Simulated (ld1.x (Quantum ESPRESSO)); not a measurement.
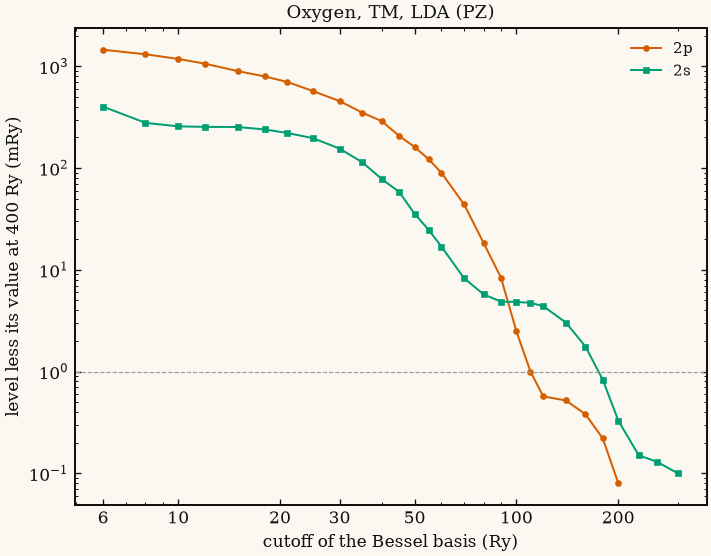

The pseudo-atom Hamiltonian at the reference potential is diagonalised in spherical Bessel functions (20 bohr box) up to the cutoff. Curves: distance of each valence level from its value at 400 Ry.

* Element: O
* Generator: ld1.x (Quantum ESPRESSO) 7.5
* Type: norm-conserving Troullier–Martins (Kleinman–Bylander form)
* Functional: LDA (PZ)
* Relativity: scalar-relativistic
* Frozen core: [He]
* Valence charge: 6
* Reference configuration: 2s2 2p2 (charge +2)
* Partial waves: 2p (bound): rc 1.05 bohr; 2s (bound): rc 0.70 bohr
* Local potential: the s channel
* Core correction: none

Which occupied shell is the hardest?

2s: its level needs 180 Ry to come within 1 mRy, against 110 Ry for 2p.

From which cutoff is the occupation-weighted sum of levels good to 10 mRy, and to 1 mRy?

120 Ry and 200 Ry, on the ladder of cutoffs that was run.

At which cutoff does each level come within 1 mRy for good?

2p: 110 Ry; 2s: 180 Ry.
